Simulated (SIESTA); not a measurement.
Band structure of Nb (Im-3m, 1 atom in the cell).

```xyz
1
Lattice="-1.6565 1.6565 1.6565 1.6565 -1.6565 1.6565 1.6565 1.6565 -1.6565" Properties=species:S:1:pos:R:3 pbc="T T T"
Nb     0.0000     0.0000     0.0000
```

Method: GGA PBE, numerical atomic orbitals DZP, PseudoDojo PBE standard norm-conserving potentials (rewritten from UPF to PSML) in SIESTA.

Settings: XC.functional = GGA; XC.authors = PBE; potentials = PseudoDojo PBE standard; PAO.BasisSize = DZP; PAO.EnergyShift = 0.01 Ry; MeshCutoff = 400 Ry; kgrid.MonkhorstPack = 9 9 9; OccupationFunction = FD; ElectronicTemperature = 0.05 eV; MaxSCFIterations = 150; SCF.Mixer.Method = Broyden; SCF.Mixer.Weight = 0.2; SCF.Mixer.History = 6; SCF.DM.Tolerance = 1.0E-05.

The starting cell comes from a database of computed structures (which also holds hypothetical and non-ambient phases and stackings), without a prior relaxation at this level. Its lattice was rescaled by a random factor within 2.5 % of one. Spin polarisation is off. Values carry the incompleteness of an atom-centred basis.

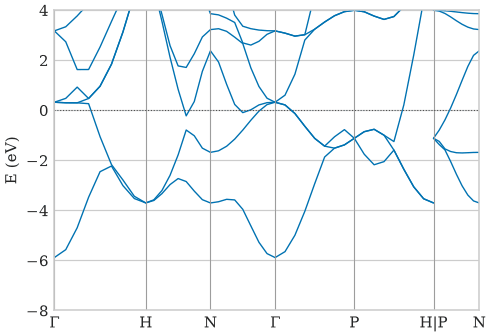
Bands along the path, energies from the Fermi level.

Levels in eV from the Fermi level, bands 3 to 8:
| point | 3 | 4 | 5 | 6 | 7 | 8 |
|---|---|---|---|---|---|---|
| Γ | -29.83 | -29.83 | -5.89 | 0.32 | 0.32 | 0.32 |
| H | -30.71 | -30.71 | -3.70 | -3.70 | 5.50 | 5.50 |
| N | -30.23 | -29.83 | -3.71 | -1.68 | 2.37 | 3.22 |
| P | -30.49 | -30.49 | -1.12 | -1.12 | -1.12 | 3.99 |

Bands cross the Fermi level along this path, so the cell is metallic at this level.

Higher empty bands are left out: an atom-centred basis made for the valence describes them poorly.
